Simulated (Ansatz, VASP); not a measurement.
# MoS2: VASP beside Ansatz

Aim: how closely do two programs agree when they are given the same cell, functional and k mesh?

Calculated with Ansatz 0.2.0; plane waves, with VASP 6.6.1 beside it; band structure at LDA.

The database entry behind the starting cell differs from later determinations by our own check (about 0.3 % long), so it need not match the best structure at ambient conditions.

## (1) Starting point

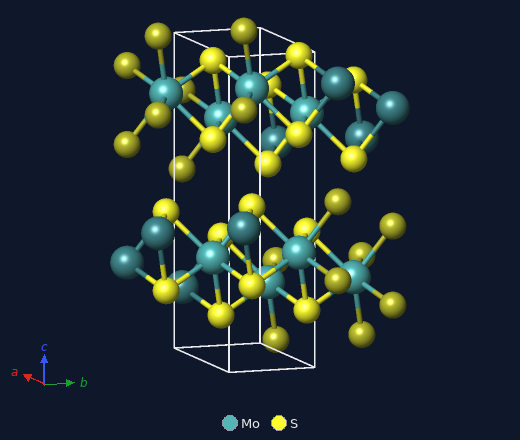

The cell as given, from a free direction (molybdenum teal, sulfur yellow). 2×2×1 cells are drawn. Some periodic images of atoms are drawn too.

## (2) VASP: band structure, LDA

The same path points are solved in both programs, so levels can be compared one by one.

Lines of VASP's logs that name or quote its potential files are left out, and so is its time.

The input, INCAR:

```
SYSTEM = MoS2
PREC = Accurate
ENCUT = 370
EDIFF = 1E-08
NELM = 100
ISMEAR = 0
SIGMA = 0.01
LREAL = .FALSE.
ALGO = Normal
GGA = CA
NBANDS = 32
LASPH = .TRUE.
LORBIT = 11
LWAVE = .TRUE.
LCHARG = .FALSE.
KPAR = 8
```

The input, POSCAR:

```
MoS2
1.0
    3.1690000000      0.0000000000      0.0000000000
   -1.5845000000      2.7444345046      0.0000000000
    0.0000000000      0.0000000000     12.3240000000
Mo S
2 4
Direct
    0.3333333333      0.6666666667      0.2500000000
    0.6666666667      0.3333333333      0.7500000000
    0.3333333333      0.6666666667      0.6247813319
    0.6666666667      0.3333333333      0.1247813319
    0.3333333333      0.6666666667      0.8752186681
    0.6666666667      0.3333333333      0.3752186681
```

The input, KPOINTS:

```
Automatic mesh
0
Gamma
6 6 2
0 0 0
```

The input, KPOINTS_OPT:

```
Line mode
12
Line-mode
Reciprocal
  0.00000000   0.00000000   0.00000000 GAMMA
  0.50000000   0.00000000   0.00000000 M

  0.50000000   0.00000000   0.00000000 M
  0.33333333   0.33333333   0.00000000 K

  0.33333333   0.33333333   0.00000000 K
  0.00000000   0.00000000   0.00000000 GAMMA

  0.00000000   0.00000000   0.00000000 GAMMA
  0.00000000   0.00000000   0.50000000 A

  0.00000000   0.00000000   0.50000000 A
  0.50000000   0.00000000   0.50000000 L

  0.50000000   0.00000000   0.50000000 L
  0.33333333   0.33333333   0.50000000 H

  0.33333333   0.33333333   0.50000000 H
  0.00000000   0.00000000   0.50000000 A

  0.50000000   0.00000000   0.50000000 L
  0.50000000   0.00000000   0.00000000 M

  0.33333333   0.33333333   0.00000000 K
  0.33333333   0.33333333   0.50000000 H
```

PAW data sets: Mo_sv_GW and S_GW (LDA family, release 64).

Run with:

```bash
$ mpirun -np 8 vasp_std
```

Numbers of over 12 decimals in the logs are rounded to 6 here.

Log:

```text
[banner, memory and clock lines left out]
running    8 mpi-ranks, on    1 nodes
 distrk:  each k-point on    1 cores,    8 groups
 distr:  one band on    1 cores,    1 groups

 POSCAR found type information on POSCAR MoS
 POSCAR found :  2 types and       6 ions
|                                                                             |
|           W    W    AA    RRRRR   N    N  II  N    N   GGGG   !!!           |
|           W    W   A  A   R    R  NN   N  II  NN   N  G    G  !!!           |
|           W    W  A    A  R    R  N N  N  II  N N  N  G       !!!           |
|           W WW W  AAAAAA  RRRRR   N  N N  II  N  N N  G  GGG   !            |
|           WW  WW  A    A  R   R   N   NN  II  N   NN  G    G                |
|           W    W  A    A  R    R  N    N  II  N    N   GGGG   !!!           |
|                                                                             |
|     For optimal performance we recommend to set                             |
|       NCORE = 2 up to number-of-cores-per-socket                            |
|     NCORE specifies how many cores store one orbital (NPAR=cpu/NCORE).      |
|     This setting can greatly improve the performance of VASP for DFT.       |
|     The default, NCORE=1 might be grossly inefficient on modern             |
|     multi-core architectures or massively parallel machines. Do your        |
|     Unfortunately you need to use the default for GW and RPA                |
|     calculations (for HF NCORE is supported but not extensively tested      |
|     yet).                                                                   |
|                                                                             |

 LDA part: xc-table for (Slater(with rela. corr.)+CA(PZ))
 , standard interpolation
 POSCAR, INCAR and KPOINTS ok, starting setup
 FFT: planning ... GRIDC
 FFT: planning ... GRID_SOFT
 FFT: planning ... GRID
 WAVECAR not read
 entering main loop
       N       E                     dE             d eps       ncg     rms          rms(c)
DAV:   1     0.358140897079E+03    0.35814E+03   -0.24543E+04  1040   0.122E+03
DAV:   2    -0.264091736592E+02   -0.38455E+03   -0.37671E+03  1360   0.507E+02
DAV:   3    -0.559032324926E+02   -0.29494E+02   -0.29301E+02  1296   0.124E+02
DAV:   4    -0.573627860818E+02   -0.14596E+01   -0.14549E+01  1488   0.307E+01
DAV:   5    -0.574179340968E+02   -0.55148E-01   -0.55056E-01  1472   0.519E+00    0.147E+01
DAV:   6    -0.519186622123E+02    0.54993E+01   -0.48707E+01  1544   0.468E+01    0.700E+00
DAV:   7    -0.505863892640E+02    0.13323E+01   -0.10080E+01  1608   0.226E+01    0.394E+00
DAV:   8    -0.504956274019E+02    0.90762E-01   -0.62430E-01  1240   0.484E+00    0.101E+00
DAV:   9    -0.504983825224E+02   -0.27551E-02   -0.82282E-02  1536   0.160E+00    0.442E-01
DAV:  10    -0.504962977973E+02    0.20847E-02   -0.15627E-02  1576   0.110E+00    0.167E-01
DAV:  11    -0.504961468313E+02    0.15097E-03   -0.27678E-03  1488   0.448E-01    0.639E-02
DAV:  12    -0.504960460088E+02    0.10082E-03   -0.42024E-04  1488   0.140E-01    0.131E-02
DAV:  13    -0.504960485196E+02   -0.25108E-05   -0.54031E-05  1480   0.366E-02    0.722E-03
DAV:  14    -0.504960479327E+02    0.58687E-06   -0.34139E-06  1480   0.143E-02    0.250E-03
DAV:  15    -0.504960479032E+02    0.29511E-07   -0.30611E-07  1112   0.351E-03    0.124E-03
DAV:  16    -0.504960479026E+02    0.54479E-09   -0.73535E-08  1200   0.159E-03
   1 F= -.50496048E+02 E0= -.50496048E+02  d E =-.415014E-70
 Start KPOINTS_OPT (optional k-point list driver)
k-point batch [1-14\108]
       N       E                     dE             ncg
DAV:   1    -0.784009702930E+03   -0.13158E+05     1024
DAV:   2    -0.643810092375E+04   -0.56541E+04     1280
DAV:   3    -0.692613942983E+04   -0.48804E+03     1312
DAV:   4    -0.695275887908E+04   -0.26619E+02     1496
DAV:   5    -0.695416608156E+04   -0.14072E+01     1480
DAV:   6    -0.695425945841E+04   -0.93377E-01     1520
DAV:   7    -0.695426823964E+04   -0.87812E-02     1504
DAV:   8    -0.695426934967E+04   -0.11100E-02     1544
DAV:   9    -0.695426955026E+04   -0.20058E-03     1496
DAV:  10    -0.695426958549E+04   -0.35231E-04     1352
DAV:  11    -0.695426959055E+04   -0.50584E-05     1008
DAV:  12    -0.695426959135E+04   -0.80748E-06      824
DAV:  13    -0.695426959150E+04   -0.14575E-06      776
DAV:  14    -0.695426959152E+04   -0.24778E-07      784
DAV:  15    -0.695426959153E+04   -0.79353E-08      776
[...]
k-point batch [99-108\108]
       N       E                     dE             ncg
DAV:   1     0.580931558033E+04   -0.19747E+05      728
DAV:   2     0.217861571986E+04   -0.36307E+04      952
DAV:   3     0.189521855389E+04   -0.28340E+03      904
DAV:   4     0.187881990457E+04   -0.16399E+02     1072
DAV:   5     0.187808653825E+04   -0.73337E+00     1032
DAV:   6     0.187804955883E+04   -0.36979E-01     1024
DAV:   7     0.187804627346E+04   -0.32854E-02     1056
DAV:   8     0.187804598233E+04   -0.29114E-03     1064
DAV:   9     0.187804595506E+04   -0.27265E-04     1032
DAV:  10     0.187804595203E+04   -0.30306E-05      832
DAV:  11     0.187804595166E+04   -0.37284E-06      680
DAV:  12     0.187804595163E+04   -0.26661E-07      624
DAV:  13     0.187804595163E+04   -0.37589E-08      568
 writing wavefunctions
```

OUTCAR, selected parts (step 2):

```text
ion  position               nearest neighbor table
   1  0.333  0.667  0.250-   4 2.39   6 2.39   4 2.39   6 2.39   4 2.39   6 2.39
   2  0.667  0.333  0.750-   3 2.39   5 2.39   3 2.39   5 2.39   3 2.39   5 2.39
   3  0.333  0.667  0.625-   2 2.39   2 2.39   2 2.39
   4  0.667  0.333  0.125-   1 2.39   1 2.39   1 2.39
   5  0.333  0.667  0.875-   2 2.39   2 2.39   2 2.39
   6  0.667  0.333  0.375-   1 2.39   1 2.39   1 2.39

  LATTYP: Found a hexagonal cell.
 ALAT       =     3.1690000000
 C/A-ratio  =     3.8889239508

 Subroutine GETGRP returns: Found 24 space group operations
 (whereof 12 operations were pure point group operations)

The static configuration has the point symmetry D_3d.
 The point group associated with its full space group is D_6h.

 Found     14 irreducible k-points:

   k-points           NKPTS =     14   k-points in BZ     NKDIM =     14   number of bands    NBANDS=     32

   dimension x,y,z NGX =    20 NGY =   20 NGZ =   80
   dimension x,y,z NGXF=    40 NGYF=   40 NGZF=  160

   ENCUT  =  370.0 eV  27.19 Ry    5.21 a.u.   4.97  4.97 19.33*2*pi/ulx,y,z

   NELECT =      52.0000    total number of electrons

 k-points in reciprocal lattice and weights: Automatic mesh
   0.00000000  0.00000000  0.00000000       0.014
   0.16666667 -0.00000000  0.00000000       0.083
   0.33333333 -0.00000000  0.00000000       0.083
   0.50000000 -0.00000000  0.00000000       0.042
   0.16666667  0.16666667  0.00000000       0.083
   0.33333333  0.16666667  0.00000000       0.167
   0.33333333  0.33333333  0.00000000       0.028
   0.00000000  0.00000000  0.50000000       0.014
   0.16666667 -0.00000000  0.50000000       0.083
[...]
0.33333333  0.16666667  0.50000000       0.167
   0.33333333  0.33333333  0.50000000       0.028

 average (electrostatic) potential at core
       1 -98.6560       2 -98.6560       3 -87.9574       4 -87.9574       5 -87.9574
       6 -87.9574

 E-fermi :   7.4408

 k-point     1 :       0.0000    0.0000    0.0000
  band No.  band energies     occupation
    ...
     22       5.0093      2.00000
     23       5.0093      2.00000
     24       6.1000      2.00000
     25       6.1228      2.00000
     26       7.3172      2.00000
     27       9.3446      0.00000
     28       9.3536      0.00000
     29       9.3650      0.00000
     30       9.3710      0.00000
     31       9.5957      0.00000
    ...

 k-point     2 :       0.1667   -0.0000    0.0000
  band No.  band energies     occupation
    ...
     22       4.4578      2.00000
     23       5.1818      2.00000
     24       6.0754      2.00000
     25       6.1487      2.00000
     26       6.5146      2.00000
     27       8.7598      0.00000
     28       9.0827      0.00000
     29       9.1516      0.00000
     30       9.3639      0.00000
     31       9.3677      0.00000
    ...

 k-point     3 :       0.3333   -0.0000    0.0000
  band No.  band energies     occupation
    ...
     22       5.0943      2.00000
     23       5.1993      2.00000
     24       5.2744      2.00000
     25       5.4201      2.00000
     26       5.6777      2.00000
     27       8.6375      0.00000
     28       8.7327      0.00000
     29       8.8853      0.00000
     30       9.3738      0.00000
     31       9.6863      0.00000
    ...

  Total       -2.9372607     -2.9372607     -0.9179093     -0.0000000      0.0000000      0.0000000
  in kB      -43.9062428    -43.9062428    -13.7209306     -0.0000000      0.0000000      0.0000000
  external PRESSURE =     -33.8444721 kB  Pullay stress =       0.0000000 kB

  energy-cutoff  :      370.00
  volume of cell :      107.18
      direct lattice vectors                 reciprocal lattice vectors
     3.169000000  0.000000000  0.000000000     0.315556958  0.182186895  0.000000000
    -1.584500000  2.744434505  0.000000000     0.000000000  0.364373789  0.000000000
     0.000000000  0.000000000 12.324000000     0.000000000  0.000000000  0.081142486

 POSITION                                       TOTAL-FORCE (eV/Angst)
 -----------------------------------------------------------------------------------
     -0.00000      1.82962      3.08100         0.000000     -0.000000      0.000000
      1.58450      0.91481      9.24300        -0.000000      0.000000      0.000000
     -0.00000      1.82962      7.69981        -0.000000      0.000000      0.008298
      1.58450      0.91481      1.53781         0.000000      0.000000      0.008298
     -0.00000      1.82962     10.78619        -0.000000      0.000000     -0.008298
      1.58450      0.91481      4.62419         0.000000      0.000000     -0.008298
 -----------------------------------------------------------------------------------
    total drift:                               -0.000000      0.000000     -0.000000

  FREE ENERGIE OF THE ION-ELECTRON SYSTEM (eV)
  ---------------------------------------------------
  free  energy   TOTEN  =       -50.4960479026 eV

  energy  without entropy=      -50.4960479026  energy(sigma->0) =      -50.49604790

 total charge
# of ion       s       p       d       f       tot
--------------------------------------------------
    1        2.105   6.051   3.069   0.030  11.256
    2        2.105   6.051   3.069   0.030  11.256
    3        1.350   2.295   0.074   0.000   3.719
    4        1.350   2.295   0.074   0.000   3.719
    5        1.350   2.295   0.074   0.000   3.719
    6        1.350   2.295   0.074   0.000   3.719
--------------------------------------------------
tot          9.613  21.283   6.431   0.061  37.387

[... 3 further parts left out ...]
```

The run ends at a pressure of -3.38 GPa, with forces up to 0.0083 eV/Å.

(Continued in part 2 of 2.)

[Lines on the potential files, build, host, timing and source positions are cut from VASP's logs without a mark.]

[Logs are printed without paths, hosts, clocks, repeated set-up lines and the standing remarks that a program may print on its own settings, such as how far it seeks lower states.]

[Hosts, paths, dates, database ids (printed as entryN), source tags and the programs' standing remarks are cut or masked in the printed files.]
